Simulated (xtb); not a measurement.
## CH4F2GaN: geometry relaxation (part 3 of 3)

The same run, continued: CH4F2GaN, SMILES C[NH][Ga]([F])[F]; GFN2-xTB (xtb 6.7.1). The geometry comes from this level: GFN2-xTB.

Geometry of the input (Å):
```
C  -0.6693  -0.9731  0.5660
N  0.2717  0.1403  0.6591
Ga 0.7958  1.0264  -0.9036
F  0.5861  0.3157  -2.4909
F  1.7095  2.5150  -0.8469
H  -1.7159  -0.6631  0.4952
H  -0.4214  -1.5776  -0.3076
H  -0.5434  -1.5921  1.4576
H  -0.0132  0.8085  1.3711
```

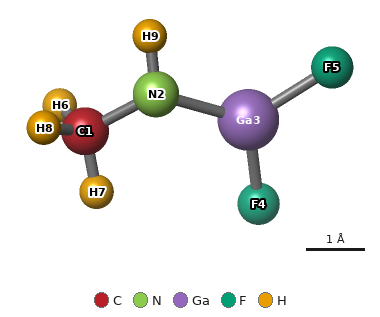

The geometry at step 2 of the log (ball-and-stick view, seen at a tilt; atoms are numbered from 1 in the order of the input).

## The program's output, continued
```
         #    Occupation            Energy/Eh            Energy/eV
      -------------------------------------------------------------
         1        2.0000           -0.8128819             -22.1196
       ...           ...                  ...                  ...
         3        2.0000           -0.6692263             -18.2106
         4        2.0000           -0.6235962             -16.9689
         5        2.0000           -0.5882676             -16.0076
         6        2.0000           -0.5578811             -15.1807
         7        2.0000           -0.5341821             -14.5358
         8        2.0000           -0.5201093             -14.1529
         9        2.0000           -0.5064347             -13.7808
        10        2.0000           -0.5044755             -13.7275
        11        2.0000           -0.5044004             -13.7254
        12        2.0000           -0.5025743             -13.6757
        13        2.0000           -0.4937955             -13.4369
        14        2.0000           -0.4764784             -12.9656
        15        2.0000           -0.4240716             -11.5396 (HOMO)
        16                         -0.3297123              -8.9719 (LUMO)
        17                         -0.1313736              -3.5749
        18                         -0.0348316              -0.9478
        19                          0.0046991               0.1279
        20                          0.0063503               0.1728
        21                          0.0184196               0.5012
        22                          0.0833237               2.2674
        23                          0.1276481               3.4735
        24                          0.1838727               5.0034
        25                          0.1868246               5.0838
        26                          0.2246667               6.1135
       ...                                ...                  ...
        29                          1.0971198              29.8541
      -------------------------------------------------------------
                  HL-Gap            0.0943593 Eh            2.5676 eV
             Fermi-level           -0.3768919 Eh          -10.2558 eV

     #   Z          covCN         q      C6AA      α(0)
     1   6 C        3.723    -0.041    21.417     6.609
     2   7 N        2.572    -0.209    25.569     7.510
     3  31 Ga       2.237     0.264   212.042    32.656
     4   9 F        0.693    -0.223    11.486     4.001
     5   9 F        0.693    -0.221    11.463     3.998
     6   1 H        0.924     0.057     2.234     2.337
     7   1 H        0.924     0.091     1.873     2.140
     8   1 H        0.924     0.078     2.005     2.214
     9   1 H        0.862     0.204     1.088     1.634

 Mol. C6AA /au·bohr⁶  :       1258.950312
 Mol. C8AA /au·bohr⁸  :      59584.593938
 Mol. α(0) /au        :         63.098960

Wiberg/Mayer (AO) data.
largest (>0.10) Wiberg bond orders for each atom

 ---------------------------------------------------------------------------
     #   Z sym  total        # sym  WBO       # sym  WBO       # sym  WBO
 ---------------------------------------------------------------------------
     1   6 C    3.967 --     2 N    1.005     6 H    0.973     7 H    0.961
                             8 H    0.961
     2   7 N    3.286 --     3 Ga   1.096     1 C    1.005     9 H    0.908
                             4 F    0.133     5 F    0.129
     3  31 Ga   3.502 --     5 F    1.131     4 F    1.129     2 N    1.096
     4   9 F    1.331 --     3 Ga   1.129     2 N    0.133
     5   9 F    1.334 --     3 Ga   1.131     2 N    0.129
     6   1 H    0.997 --     1 C    0.973
     7   1 H    0.992 --     1 C    0.961
     8   1 H    0.994 --     1 C    0.961
     9   1 H    0.959 --     2 N    0.908
 ---------------------------------------------------------------------------

Topologies differ in total number of bonds
Writing topology from bond orders to xtbtopo.mol

molecular dipole:
                 x           y           z       tot (Debye)
 q only:       -0.957      -0.911       1.385
   full:       -1.109      -0.721       1.321       4.751
molecular quadrupole (traceless):
                xx          xy          yy          xz          yz          zz
 q only:        1.256      -3.298       0.047       1.760       2.515      -1.303
  q+dip:        1.184      -4.343      -0.261       1.107       2.624      -0.924
   full:        2.961      -5.843      -0.469       1.304       2.525      -2.492

           -------------------------------------------------
          |                Geometry Summary                 |
           -------------------------------------------------

      molecular mass/u    :      137.7690745
   center of mass at/Å    :        0.6689853       0.8160681      -0.7790619
  moments of inertia/u·Å² :        0.8986808E+02   0.2069721E+03   0.2924769E+03
rotational constants/cm⁻¹ :        0.1875820E+00   0.8144880E-01   0.5763749E-01
Molecule has no symmetry elements
It seems to be the C1 point group

 * 8 selected distances

     #   Z          #   Z                                           value/Å
     1   6 C        2   7 N                                       1.4608033
     2   7 N        3  31 Ga                                      1.8703484 (max)
     3  31 Ga       4   9 F                                       1.7513713
     3  31 Ga       5   9 F                                       1.7474531
     1   6 C        6   1 H                                       1.0937429
     1   6 C        7   1 H                                       1.0908656
     1   6 C        8   1 H                                       1.0924882
     2   7 N        9   1 H                                       1.0170008 (min)

 * 5 distinct bonds (by element types)

   Z      Z             #   av. dist./Å        max./Å        min./Å
   1 H    6 C           3     1.0923656     1.0937429     1.0908656
   1 H    7 N           1     1.0170008     1.0170008     1.0170008
   6 C    7 N           1     1.4608033     1.4608033     1.4608033
   7 N   31 Ga          1     1.8703484     1.8703484     1.8703484
   9 F   31 Ga          2     1.7494122     1.7513713     1.7474531

           -------------------------------------------------
          |               Frequency Printout                |
           -------------------------------------------------
 projected vibrational frequencies (cm⁻¹)
eigval :       -0.00    -0.00    -0.00    -0.00     0.00     0.00
eigval :       65.97    79.65   114.49   124.28   192.01   254.97
eigval :      390.94   473.91   482.81   625.01  1018.91  1041.66
eigval :     1100.81  1257.79  1402.37  1461.30  1463.72  2941.32
eigval :     2972.77  2993.53  3307.52
 reduced masses (amu)
   1: 23.83   2: 29.69   3: 29.27   4: 33.41   5: 39.86   6: 19.90   7: 21.92   8: 13.76
   9: 25.25  10: 27.10  11: 13.15  12: 18.46  13: 15.40  14: 33.55  15: 28.96  16:  5.52
  17:  2.10  18: 10.66  19:  4.97  20:  4.06  21:  2.40  22:  1.57  23:  1.54  24:  1.81
  25:  1.65  26:  1.69  27:  1.85
 IR intensities (km·mol⁻¹)
   1:  2.24   2:  1.27   3:  0.98   4:  0.27   5:  1.38   6:  2.63   7:  1.65   8:  6.40
   9: 14.24  10: 23.47  11: 15.12  12: 12.45  13: 28.44  14: 81.51  15: 77.99  16: 75.94
  17: 19.02  18: 11.31  19: 14.48  20: 13.27  21:  0.98  22: 17.04  23:  5.54  24: 28.92
  25: 16.32  26:  4.95  27:  4.17
 Raman intensities (Ä⁴*amu⁻¹)
   1:  0.00   2:  0.00   3:  0.00   4:  0.00   5:  0.00   6:  0.00   7:  0.00   8:  0.00
   9:  0.00  10:  0.00  11:  0.00  12:  0.00  13:  0.00  14:  0.00  15:  0.00  16:  0.00
  17:  0.00  18:  0.00  19:  0.00  20:  0.00  21:  0.00  22:  0.00  23:  0.00  24:  0.00
  25:  0.00  26:  0.00  27:  0.00
 output can be read by thermo (or use thermo option).
 writing <g98.out> molden fake output.
 recommended (thermochemical) frequency scaling factor: 1.0
           -------------------------------------------------
          |             Thermodynamic Functions             |
           -------------------------------------------------

c1  symmetry found (for desy threshold:  0.10E+00) used in thermo

          ...................................................
          :                      SETUP                      :
          :.................................................:
          :  # frequencies                          21      :
          :  # imaginary freq.                       0      :
          :  linear?                             false      :
          :  only rotor calc.                    false      :
          :  symmetry                               c1      :
          :  rotational number                       1      :
          :  scaling factor                  1.0000000      :
          :  rotor cutoff                   50.0000000 cm⁻¹ :
          :  imag. cutoff                  -20.0000000 cm⁻¹ :
          :.................................................:

    mode    ω/cm⁻¹     T·S(HO)/kcal·mol⁻¹    T·S(FR)/kcal·mol⁻¹   T·S(vib)
   ------------------------------------------------------------------------
       1     65.97    -1.27317 ( 75.19%)    -0.97407 ( 24.81%)    -1.19895
       2     79.65    -1.16264 ( 86.56%)    -0.91830 ( 13.44%)    -1.12980
       3    114.49    -0.95151 ( 96.49%)    -0.81091 (  3.51%)    -0.94658
       4    124.28    -0.90418 ( 97.45%)    -0.78660 (  2.55%)    -0.90118
       5    192.01    -0.65842 ( 99.54%)    -0.65782 (  0.46%)    -0.65842
       6    254.97    -0.50566 ( 99.85%)    -0.57384 (  0.15%)    -0.50576
   ------------------------------------------------------------------------

   temp. (K)  partition function   enthalpy   heat capacity  entropy
                                   cal/mol     cal/K/mol   cal/K/mol   J/K/mol
 298.15  VIB   220.                 3196.849     17.452     21.054
         ROT  0.178E+06              888.752      2.981     27.008
         INT  0.392E+08             4085.601     20.433     48.062
         TR   0.156E+28             1481.254      4.968     40.655
         TOT                        5566.8553    25.4008    88.7163   371.1890

       T/K    H(0)-H(T)+PV         H(T)/Eh          T*S/Eh         G(T)/Eh
   ------------------------------------------------------------------------
    298.15    0.887135E-02    0.630137E-01    0.421520E-01    0.208617E-01
   ------------------------------------------------------------------------

         :::::::::::::::::::::::::::::::::::::::::::::::::::::
         ::                  THERMODYNAMIC                  ::
         :::::::::::::::::::::::::::::::::::::::::::::::::::::
         :: total free energy         -17.856795838551 Eh   ::
         ::.................................................::
         :: total energy              -17.877657571042 Eh   ::
         :: zero point energy           0.054142361888 Eh   ::
         :: G(RRHO) w/o ZPVE           -0.033280629398 Eh   ::
         :: G(RRHO) contrib.            0.020861732491 Eh   ::
         :::::::::::::::::::::::::::::::::::::::::::::::::::::

optimized geometry written to: xtbopt.xyz

           -------------------------------------------------
          | TOTAL ENERGY              -17.877657571042 Eh   |
          | TOTAL ENTHALPY            -17.814643860571 Eh   |
          | TOTAL FREE ENERGY         -17.856795838551 Eh   |
          | GRADIENT NORM               0.000056558340 Eh/α |
          | HOMO-LUMO GAP               2.567646245100 eV   |
           -------------------------------------------------

------------------------------------------------------------------------
------------------------------------------------------------------------
 total:
 *  cpu-time:     0 d,  0 h,  0 min,  0.278 sec
 * ratio c/w:     1.000 speedup
 SCF:
 *  cpu-time:     0 d,  0 h,  0 min,  0.008 sec
 * ratio c/w:     1.000 speedup
 ANC optimizer:
 *  cpu-time:     0 d,  0 h,  0 min,  0.034 sec
 * ratio c/w:     1.000 speedup
 analytical hessian:
 *  cpu-time:     0 d,  0 h,  0 min,  0.222 sec
 * ratio c/w:     1.000 speedup
```

## File vibspectrum
```
$vibrational spectrum
#  mode     symmetry     wave number   IR intensity    selection rules
#                         cm**(-1)      (km*mol⁻¹)        IR
     1                      -0.00         0.00000          -
     2                      -0.00         0.00000          -
     3                      -0.00         0.00000          -
     4                      -0.00         0.00000          -
     5                       0.00         0.00000          -
     6                       0.00         0.00000          -
     7        a             65.97         1.65004         YES
     8        a             79.65         6.40310         YES
     9        a            114.49        14.23995         YES
    10        a            124.28        23.46827         YES
    11        a            192.01        15.11983         YES
    12        a            254.97        12.45182         YES
    13        a            390.94        28.43919         YES
    14        a            473.91        81.50882         YES
    15        a            482.81        77.98820         YES
    16        a            625.01        75.94261         YES
    17        a           1018.91        19.02196         YES
    18        a           1041.66        11.31062         YES
    19        a           1100.81        14.48249         YES
    20        a           1257.79        13.26533         YES
    21        a           1402.37         0.97596         YES
    22        a           1461.30        17.03878         YES
    23        a           1463.72         5.53797         YES
    24        a           2941.32        28.92240         YES
    25        a           2972.77        16.32211         YES
    26        a           2993.53         4.94893         YES
    27        a           3307.52         4.16570         YES
$end
```

## Standard error
```
normal termination of xtb
```

## Trajectory as extended XYZ (Å, eV, eV/Å), 5 frames, from step=0 to step=4
```
9
Properties=species:S:1:pos:R:3 step=0 energy=-486.47581
C    -0.6693   -0.9731    0.5660
N     0.2717    0.1403    0.6591
Ga    0.7958    1.0264   -0.9036
F     0.5861    0.3157   -2.4909
F     1.7095    2.5150   -0.8469
H    -1.7159   -0.6631    0.4952
H    -0.4214   -1.5776   -0.3076
H    -0.5434   -1.5921    1.4576
H    -0.0132    0.8085    1.3711
9
Properties=species:S:1:pos:R:3 step=1 energy=-486.47583
C    -0.6692   -0.9726    0.5658
N     0.2726    0.1399    0.6592
Ga    0.7974    1.0247   -0.9034
F     0.5852    0.3147   -2.4905
F     1.7075    2.5155   -0.8458
H    -1.7154   -0.6616    0.4948
H    -0.4218   -1.5772   -0.3078
H    -0.5439   -1.5919    1.4570
H    -0.0125    0.8085    1.3706
9
Properties=species:S:1:pos:R:3 step=2 energy=-486.47584
C    -0.6690   -0.9724    0.5656
N     0.2731    0.1401    0.6590
Ga    0.7965    1.0249   -0.9036
F     0.5853    0.3132   -2.4900
F     1.7068    2.5154   -0.8445
H    -1.7150   -0.6608    0.4950
H    -0.4223   -1.5768   -0.3083
H    -0.5437   -1.5921    1.4564
H    -0.0118    0.8085    1.3703
9
Properties=species:S:1:pos:R:3 step=3 energy=-486.47584
C    -0.6691   -0.9723    0.5655
N     0.2731    0.1402    0.6584
Ga    0.7967    1.0249   -0.9041
F     0.5855    0.3120   -2.4898
F     1.7063    2.5158   -0.8434
H    -1.7152   -0.6606    0.4957
H    -0.4230   -1.5764   -0.3089
H    -0.5432   -1.5923    1.4562
H    -0.0111    0.8086    1.3703
9
Properties=species:S:1:pos:R:3 step=4 energy=-486.47584
C    -0.6693   -0.9722    0.5655
N     0.2729    0.1403    0.6579
Ga    0.7967    1.0251   -0.9045
F     0.5860    0.3112   -2.4898
F     1.7060    2.5160   -0.8426
H    -1.7155   -0.6606    0.4967
H    -0.4238   -1.5760   -0.3093
H    -0.5425   -1.5924    1.4559
H    -0.0106    0.8085    1.3702
```

## Summary

| quantity | value |
| --- | --- |
| outcome | converged |
| electrons treated | 30 |
| total energy | −17.877658 hartree |
| dispersion energy | −0.003969 hartree |
| basis functions | 30 |
| HOMO | −11.54 eV |
| LUMO | −8.97 eV |
| zero-point energy | 0.054142 hartree |
| dipole moment | 4.75 D |
| wavenumbers, lowest and highest | 66 and 3308 cm⁻¹ |
| hardware | 1 thread of Intel Xeon @ 2.90GHz (Ice Lake), 192 GiB of memory available, shared host |
| peak memory | 0.069 GiB |
